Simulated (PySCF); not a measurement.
C₃H₁₃FSSi₃: NMR shielding calculation

System: C₃H₁₃FSSi₃, SMILES CS[C@](F)([SiH3])[SiH2]C[SiH3].
Method: GIAO PBE0/pcSseg-1 NMR shielding, non-relativistic, gas phase (PySCF 2.14.0).

The geometry comes from this level: GFN2-xTB. It belongs to a series of runs on one base structure; here: SiH2 inserted into a C-C bond. Figures and captions count atoms from 1; the log counts them from 0 in places.

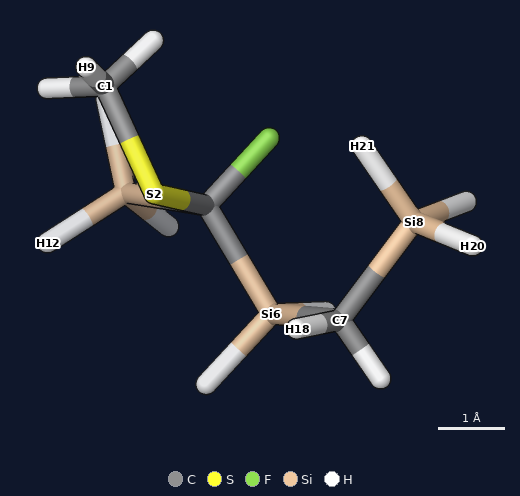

Fig. 1: The input geometry (stick view, seen at a tilt; atoms are numbered from 1 in the order of the input). Bond lengths as drawn: C–F 1.41 Å, C–H 1.09 Å, C–S 1.82 Å, C–Si 1.89 to 1.93 Å and H–Si 1.46 to 1.47 Å.

## Results in brief

- outcome: converged
- total energy: −1487.808628 hartree
- HOMO: −6.72 eV
- LUMO: 0.25 eV
- dipole moment: 1.33 D
- isotropic shielding, C: 87.0 to 201.9 ppm
- isotropic shielding, S: 461.3 ppm
- isotropic shielding, F: 398.7 ppm
- isotropic shielding, Si: 385.3 to 422.1 ppm
- isotropic shielding, H: 27.2 to 32.0 ppm
- hardware: 1 CPU thread, shared host
- wall time: 94 s
- peak memory: 1 GiB

## Input
```
{"job": {"kind": "nmr", "xc": "PBE0", "basis": "pcSseg-1"}, "charge": 0, "multiplicity": 1}
C      2.103925     2.010960    -0.464398
S      0.425648     1.424375    -0.851454
C      0.575984    -0.369073    -0.561424
F      0.922963    -0.556975     0.791743
Si     1.968037    -1.168208    -1.615958
Si    -1.188488    -1.119243    -0.783010
C     -2.453636    -0.121415     0.204159
Si    -2.043541     0.179443     2.044660
H      2.036323     3.090455    -0.370932
H      2.789813     1.742834    -1.263283
H      2.416268     1.575447     0.479896
H      1.846168    -0.621405    -2.964372
H      3.260396    -0.842976    -1.012848
H      1.758381    -2.612618    -1.585728
H     -1.066504    -2.494486    -0.287998
H     -1.459585    -1.106914    -2.225292
H     -3.415145    -0.630075     0.135698
H     -2.584021     0.848560    -0.276483
H     -1.712804    -1.092881     2.687704
H     -3.239807     0.746029     2.679823
H     -0.949296     1.135110     2.179499
```

The first line tells a small driver script what to run in PySCF; the rest is the geometry in Å.

Launch command:
```bash
OMP_NUM_THREADS=1 python <driver script> task.json out
```

## What the program printed
```
coarse grid: 18904 points
cycle   1  E = -1487.6931093312  dE =  3.100e-01  |g| = 5.466e-01  |ddm| = 4.093e+00
cycle   2  E = -1487.6411009742  dE =  5.201e-02  |g| = 7.800e-01  |ddm| = 9.497e-01
cycle   3  E = -1487.7521717391  dE = -1.111e-01  |g| = 8.434e-02  |ddm| = 5.796e-01
cycle   4  E = -1487.7532987218  dE = -1.127e-03  |g| = 3.616e-02  |ddm| = 9.452e-02
cycle   5  E = -1487.7535964325  dE = -2.977e-04  |g| = 8.023e-03  |ddm| = 3.799e-02
cycle   6  E = -1487.7536124809  dE = -1.605e-05  |g| = 2.065e-03  |ddm| = 1.063e-02
cycle   7  E = -1487.7536134943  dE = -1.013e-06  |g| = 5.352e-04  |ddm| = 2.855e-03
final grid: 162592 points
cycle   8  E = -1487.8086088210  dE = -3.239e-05  |g| = 9.059e-03  |ddm| = 2.723e-02
cycle   9  E = -1487.8085943773  dE =  1.444e-05  |g| = 1.222e-02  |ddm| = 1.636e-02
cycle  10  E = -1487.8086276332  dE = -3.326e-05  |g| = 9.203e-04  |ddm| = 9.382e-03
cycle  11  E = -1487.8086277636  dE = -1.304e-07  |g| = 3.736e-04  |ddm| = 9.252e-04
cycle  12  E = -1487.8086277932  dE = -2.963e-08  |g| = 5.578e-05  |ddm| = 3.192e-04
cycle  13  E = -1487.8086277940  dE = -7.672e-10  |g| = 1.362e-05  |ddm| = 8.551e-05
```

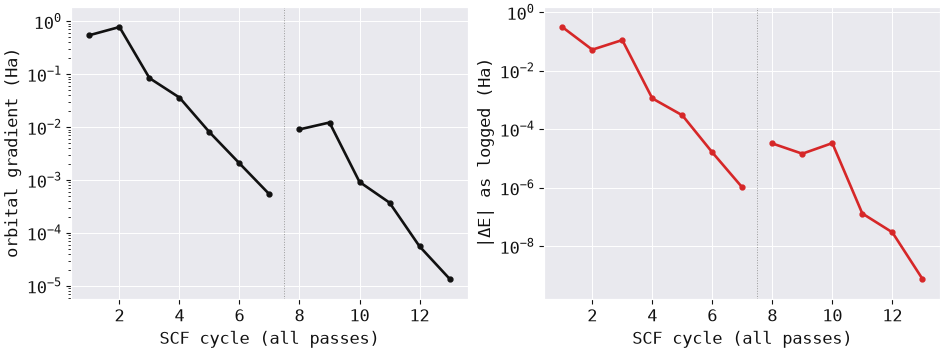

Fig. 2: Convergence of the self-consistent field: orbital gradient and size of the energy change against the SCF cycle. The dotted line marks the change from a coarse to the final integration grid. The first 7 cycles use a coarse grid, the final grid takes over at cycle 8, and the field converges after 13 cycles in all.

```
converged SCF energy = -1487.8086277940

GIAO shielding tensors (ppm)
atom      isotropic    diamagn.    paramagn.     s11        s22        s33       span
  0 C      170.503     253.555     -83.052    156.098    168.812    186.600     30.502
  1 S      461.325    1060.421    -599.097    275.351    419.877    688.746    413.395
  2 C       86.983     255.759    -168.777     44.197     56.243    160.509    116.312
  3 F      398.741     479.243     -80.502    327.063    394.313    474.848    147.785
  4 Si     415.484     880.973    -465.489    378.760    404.936    462.754     83.994
  5 Si     385.256     881.748    -496.492    334.555    392.894    428.319     93.764
  6 C      201.893     257.658     -55.765    194.175    198.494    213.010     18.835
  7 Si     422.129     879.785    -457.657    397.955    406.828    461.603     63.648
  8 H       29.756      30.118      -0.362     24.317     26.800     38.152     13.835
  9 H       29.156      30.571      -1.415     23.666     27.629     36.174     12.508
 10 H       28.962      32.548      -3.586     23.388     28.504     34.993     11.604
 11 H       27.632      29.718      -2.086     24.007     25.940     32.950      8.943
 12 H       27.191      30.032      -2.841     23.467     26.574     31.530      8.063
 13 H       27.541      29.450      -1.910     23.589     26.291     32.742      9.153
 14 H       27.230      30.837      -3.606     23.259     26.067     32.365      9.106
 15 H       27.204      30.271      -3.067     23.139     25.847     32.627      9.489
 16 H       31.965      28.970       2.994     25.879     28.555     41.459     15.580
 17 H       31.362      32.672      -1.310     26.393     29.370     38.323     11.930
 18 H       27.804      29.718      -1.914     24.406     26.249     32.755      8.349
 19 H       27.623      28.581      -0.958     23.717     25.120     34.032     10.315
 20 H       27.297      30.464      -3.167     22.703     28.504     30.686      7.983
```

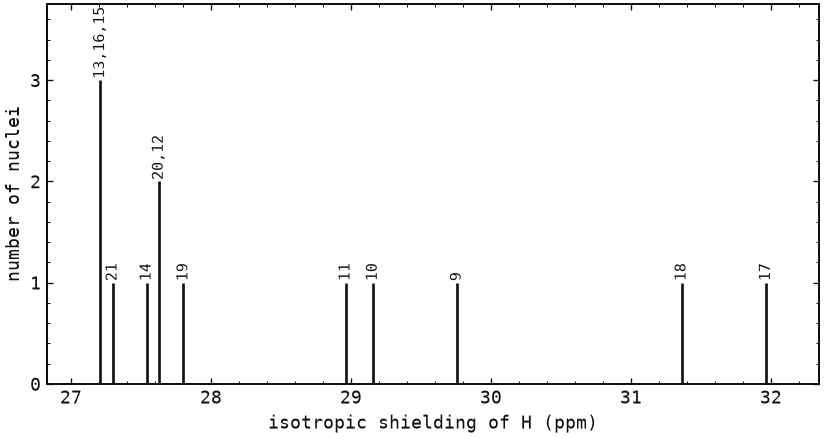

Fig. 3: Isotropic shieldings of the hydrogen nuclei in this fixed geometry, labelled by atom number; shielding grows to the right, so chemical shift grows to the left. The least shielded is H13 (27.2 ppm), the most shielded H17 (32.0 ppm).
